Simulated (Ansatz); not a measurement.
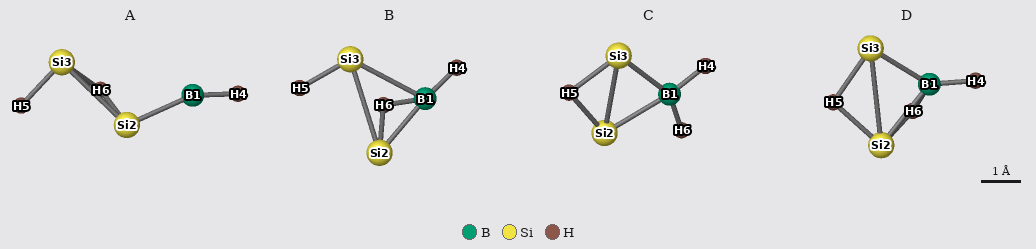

4 geometries from one relaxation of BSi₂H₃, in shuffled order. Style: ball-and-stick. Shown at a tilt.

It is one of the separated reactants of a reaction.

These are results of RKS PBE0-D4/def2-TZVP (Ansatz), not measurements. Set-up: force threshold 0.005 eV/Å; at most 200 steps.

> Order the frames from highest to lowest energy.

A, B, D, C. They are steps 0, 11, 18, 28, at +58.3 kcal/mol, +33.4 kcal/mol, +11.6 kcal/mol relative to the last. The energy falls by 58.3 kcal/mol in 28 geometry steps. The largest force component goes from 0.45 to 0.0021 eV/Å. H6 moves most after the best rigid fit: 1.93 Å. By element the largest moves are H 1.93 Å, Si 1.28 Å, B 1.07 Å. Near-neighbour distances that change, for instance: B1–Si3 3.528 → 1.957 Å, B1–H6 2.507 → 1.213 Å, Si3–H6 1.865 → 3.078 Å, Si2–H5 2.767 → 1.692 Å. New bonds form: B1–H6 (2.51 → 1.21 Å), B1–Si3 (3.53 → 1.96 Å). Among the angles between lasting bonds that change: B1–Si2–Si3 112.4° → 52.8°, Si2–Si3–H5 88.4° → 45.6°, Si2–B1–H4 158.0° → 171.0°. Groups turn about Si2–Si3 by about 20°. The run took 93 s on 2 threads of Arm Neoverse N1 (shared host).
